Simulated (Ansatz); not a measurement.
# C2H3BFN (SMILES FB1C=NC1): B3LYP/6-31G(d) (spherical functions)

What is the vertical ionisation energy of C2H3BFN at B3LYP/6-31G* (spherical functions)? 

The calculation is run with Ansatz 0.2.0.

122 further runs of the same task are left out: 122 set aside as unsound or not needed.

## (1) The structure to begin with

C2H3BFN has 8 atoms, charge 0, and is taken as a singlet. SMILES: `FB1C=NC1`. Geometry: relaxed at PBE0-D4/def2-TZVP.

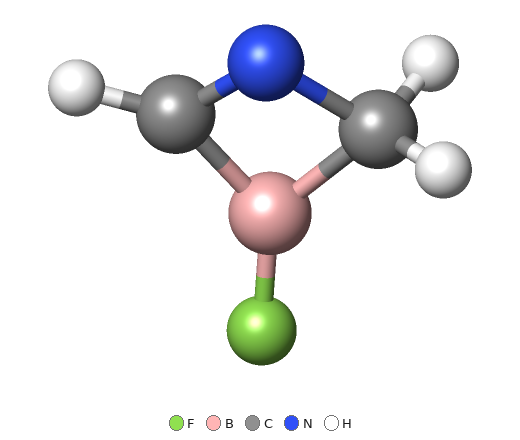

Viewed from a chosen angle; fluorine green, boron pink, carbon grey, nitrogen blue, hydrogen white.

## (2) A single-point energy at B3LYP/6-31G(d) (spherical functions)

Input file molecule.yaml:

```yaml
crystal:
  periodic: [false, false, false]
  atoms:
    - {symbol: F, position_ang: [0.213200, -1.007300, 1.918400]}
    - {symbol: B, position_ang: [-0.024100, -0.304800, 0.836200]}
    - {symbol: C, position_ang: [0.319000, 1.128500, 0.345800]}
    - {symbol: "N", position_ang: [0.303900, 0.728600, -0.881200]}
    - {symbol: C, position_ang: [-0.301700, -0.640600, -0.682300]}
    - {symbol: H, position_ang: [0.656500, 2.120900, 0.633900]}
    - {symbol: H, position_ang: [0.257100, -1.432700, -1.186200]}
    - {symbol: H, position_ang: [-1.331600, -0.649700, -1.040300]}
basis:
  gaussian:
    orbitals: 6-31G_st_-spherical.json
accuracy: high
hamiltonian:
  xc: {name: B3LYP}
output: {orbitals: {seedname: orbitals}}
```

The basis set 6-31G* is read from a file made from the Basis Set Exchange's data (not shown).

Launch:

```console
$ ansatz run molecule.yaml --threads 1 --pin off --max-ram 3480MiB --events-out events.jsonl --progress --plain --runs-dir runs
```

Output:

```text
Warning: RAYON_NUM_THREADS=1 ignored (pool sized by the plan → 1); use --threads N
Functional definition: B3LYP
  name "B3LYP"
  parameter a0 = 0.2
  parameter ax = 0.72
  parameter ac = 0.81
  exchange = (1 - a0 - ax)*slater_x + ax*b88_x + a0*exact_x
  correlation = (1 - ac)*vwn_rpa_c + ac*lyp_c
1813 factors; integrals over basis functions are off by at most 3.5e-9 eV
mean field evaluation 1: about -7000.7650 eV, gradient 4.5e1 eV
mean field evaluation 2: about -6996.4179 eV, gradient 6.3e1 eV
mean field evaluation 4: about -7005.3941 eV, gradient 2.7e0 eV
mean field evaluation 8: about -7005.5920 eV, gradient 2.3e-1 eV
mean field evaluation 16: about -7005.5922 eV, gradient 8.4e-5 eV
mean field -7005.59215821 eV, -257.4507632531 hartree, gradient 7.9e-8 eV, S^2 0.000000; 0 other end points of the search recorded, 0 dependent functions left out
reference -7005.59218824 eV, -257.4507643568 hartree; 18, 18 occupied and 58, 58 virtual orbitals, 1813 factors
Total energy: -7005.59218824 eV, -257.4507643568 hartree
```

Wall time 5.4 s (1 thread of Arm Neoverse V2, shared host); peak memory 0.23 GiB.

## (3) The doublet cation, same level

Input file job.yaml:

```yaml
crystal:
  periodic: [false, false, false]
  atoms:
    - {symbol: F, position_ang: [0.213200, -1.007300, 1.918400]}
    - {symbol: B, position_ang: [-0.024100, -0.304800, 0.836200]}
    - {symbol: C, position_ang: [0.319000, 1.128500, 0.345800]}
    - {symbol: N, position_ang: [0.303900, 0.728600, -0.881200]}
    - {symbol: C, position_ang: [-0.301700, -0.640600, -0.682300]}
    - {symbol: H, position_ang: [0.656500, 2.120900, 0.633900]}
    - {symbol: H, position_ang: [0.257100, -1.432700, -1.186200]}
    - {symbol: H, position_ang: [-1.331600, -0.649700, -1.040300]}
basis:
  gaussian:
    orbitals: 6-31G_st_-spherical.json
total_charge: 1
hamiltonian:
  xc: {name: B3LYP}
accuracy: high
magnetization:
  spin_polarized: true
  initial_magnetization: 1
output: {orbitals: {seedname: orbitals}}
```

The basis set 6-31G* is read from a file made from the Basis Set Exchange's data (not shown).

Launch:

```console
$ ansatz run job.yaml --threads 1 --pin off --max-ram 3480MiB --events-out events.jsonl --progress --plain --runs-dir runs
```

Output, cut to the lines that bear on the results:

```text
Warning: RAYON_NUM_THREADS=1 ignored (pool sized by the plan → 1); use --threads N
[... 7 set-up lines as earlier in the session ...]
1813 factors; integrals over basis functions are off by at most 3.5e-9 eV
mean field evaluation 1: about -6988.1928 eV, gradient 4.4e1 eV
mean field evaluation 2: about -6981.5336 eV, gradient 6.5e1 eV
mean field evaluation 4: about -6995.6502 eV, gradient 3.2e0 eV
mean field evaluation 8: about -6995.8871 eV, gradient 7.1e-1 eV
mean field evaluation 16: about -6995.8924 eV, gradient 1.0e-2 eV
mean field evaluation 32: about -6995.8924 eV, gradient 3.0e-7 eV
mean field -6995.89244005 eV, -257.0943051855 hartree, gradient 3.3e-8 eV, S^2 0.758716; 2 other end points of the search recorded, 0 dependent functions left out
reference -6995.89247038 eV, -257.0943063002 hartree; 18, 17 occupied and 58, 59 virtual orbitals, 1813 factors
Total energy: -6995.89247038 eV, -257.0943063002 hartree
```

Wall time 12 s (1 thread of Arm Neoverse V2, shared host); peak memory 0.33 GiB.

## (4) Summary of results

Level: B3LYP/6-31G* (spherical functions).

```
                                          quantity          value
                     singlet C2H3BFN: total energy  -257.45076 Eh
                      singlet C2H3BFN: HOMO energy       -7.00 eV
                      singlet C2H3BFN: LUMO energy       -1.57 eV
                    singlet C2H3BFN: HOMO–LUMO gap        5.43 eV
                      doublet cation: total energy  -257.09431 Eh
doublet cation: HOMO energy (highest over α and β)      -15.52 eV
 doublet cation: LUMO energy (lowest over α and β)      -12.36 eV
                              doublet cation: ⟨S²⟩          0.759
vertical ionisation energy (to the doublet cation)       9.700 eV
```

**Reading.** The vertical ionisation energy comes to 9.70 eV (224 kcal/mol). The negative HOMO energy of the first species, 7.00 eV, lies 2.70 eV below that difference.
